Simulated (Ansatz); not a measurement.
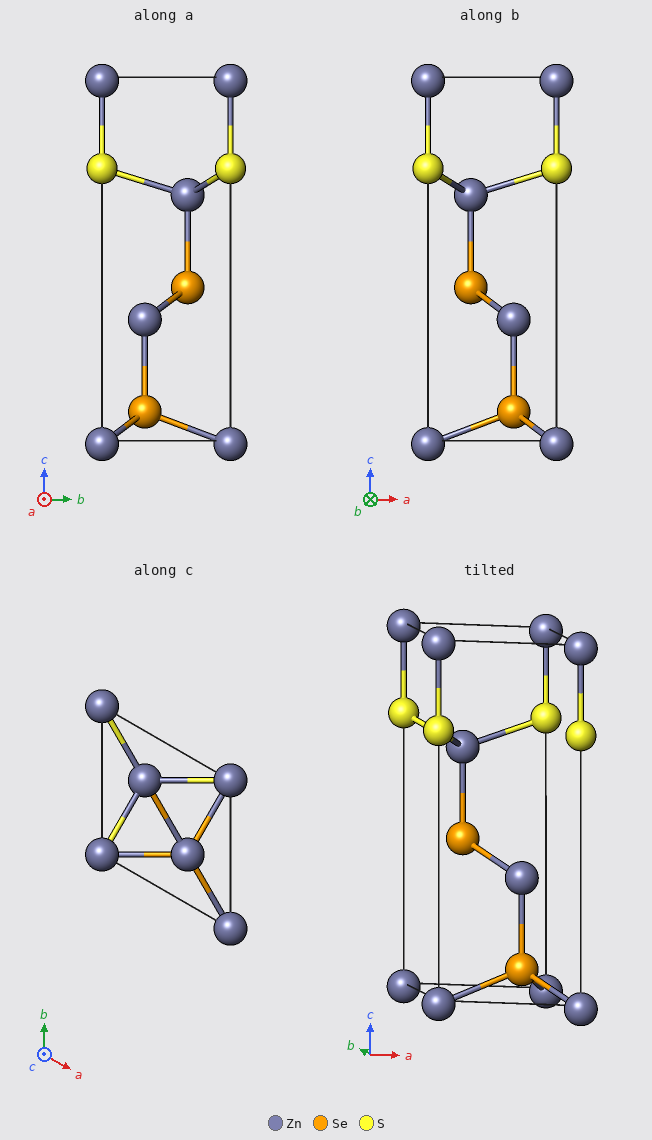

Drawn in the ball-and-stick manner and seen along the a axis, along the b axis, along the c axis and slightly off an axis. The frame is the conventional unit cell; atoms at its boundary are shown with their periodic copies.

Lattice parameters: a = 3.9860 Å, b = 3.9860 Å, c = 9.7656 Å, α = 90.000°, β = 90.000°, γ = 120.000°.

Q: Put the structure into a CIF with its space group and independent sites, with free fractional coordinates to two decimals.

A:
```cif
data_structure
_symmetry_space_group_name_H-M 'P 3 m 1'
_symmetry_Int_Tables_number 156
_cell_length_a 3.9860
_cell_length_b 3.9860
_cell_length_c 9.7656
_cell_angle_alpha 90.000
_cell_angle_beta 90.000
_cell_angle_gamma 120.000
_cell_volume 134.37
loop_
_atom_site_label
_atom_site_type_symbol
_atom_site_symmetry_multiplicity
_atom_site_Wyckoff_symbol
_atom_site_fract_x
_atom_site_fract_y
_atom_site_fract_z
_atom_site_occupancy
Zn1 Zn 1 a 0.00 0.00 0.99 1
Zn2 Zn 1 c 0.6667 0.3333 0.33 1
Zn3 Zn 1 b 0.3333 0.6667 0.68 1
Se1 Se 1 c 0.6667 0.3333 0.08 1
Se2 Se 1 b 0.3333 0.6667 0.42 1
S1 S 1 a 0.00 0.00 0.75 1
```

Origin of the cell: a structure type filled with these elements by a generator (whether the compound takes this form wasn't checked). Earlier steps of the study may have refined or changed the cell and positions. A calculation with Ansatz used it as input.
